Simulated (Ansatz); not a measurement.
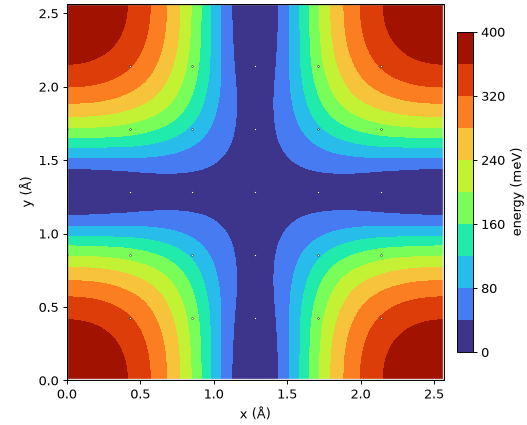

F on a Cu(100) slab cut from the Fm-3m phase, its upper half relaxed before the scan (12 atoms of substrate and one adsorbate in a 2 × 2 cell). 
- F is moved over the surface cell; relaxed at each place: the height of the adsorbate's atoms; substrate rigid; the origin of the map has the adsorbate above Cu9.
- Places are given modulo a cell vector. The map is drawn in real space over the plane of the surface.
- The scan uses a 6 × 6 grid; 10 points were computed and 26 follow by symmetry.
- Places are given in fractions of the 1 × 1 surface cell.
- All energies are given in meV relative to the lowest grid point.
- The runs have no spin polarisation; a magnetic state may lie lower.
- Computed with DFT PBE, scalar-relativistic, plane waves, PAW (Ansatz). Settings: cutoff 420 eV, k-mesh 5×5×1, gaussian smearing 0.1 eV, no spin polarisation.

Drawn: filled contours, dots at the grid points, the outline of one cell of the plane. Between grid points the surface is interpolated.

The lowest grid point is at a bridge site between two Cu atoms, (0/6, 3/6) of the cell vectors; the map holds 2 wells of about this depth. The highest grid point, the top site over a surface Cu atom, (0/6, 0/6) of the cell vectors, lies 398 meV above the lowest. On the interpolated surface the easiest way out of the lowest well to a well of about the same depth near a bridge site between two Cu atoms, (3/6, 0/6) of the cell vectors passes a barrier of about 28 meV. At the lowest point the adsorbate has 2 Cu at 1.98 Å as nearest neighbours, at the highest 1 Cu at 1.83 Å. Its relaxed height above the top atom is 1.51 Å at the lowest and 1.83 Å at the highest point.

F is replaced by S; all else is set up alike. 

**How does the landscape change?**

The minimum (interpolated where it lies between grid points) moves from a bridge site between two Cu atoms, (0/6, 3/6) of the cell vectors to a fourfold hollow over a second-layer Cu atom, (3/6, 3/6) of the cell vectors. The span from the lowest to the highest grid point grows from 398 to 1807 meV. The easiest pass out of the lowest well goes from about 28 to about 940 meV on the interpolated surfaces. In the new map: at the lowest point the adsorbate has 4 Cu at 2.27 Å as nearest neighbours, at the highest 1 Cu at 2.05 Å. Its relaxed height above the top atom is 1.37 Å at the lowest and 2.05 Å at the highest point.

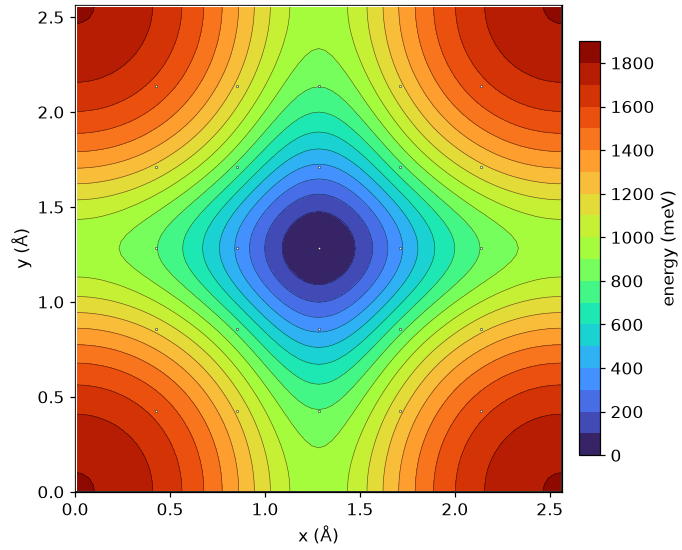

The map after the change, on a colour scale of its own. The picture shows filled contours, dots at the grid points, the outline of one cell of the plane. Between grid points the surface is interpolated.

PAW datasets: the set soft_1.
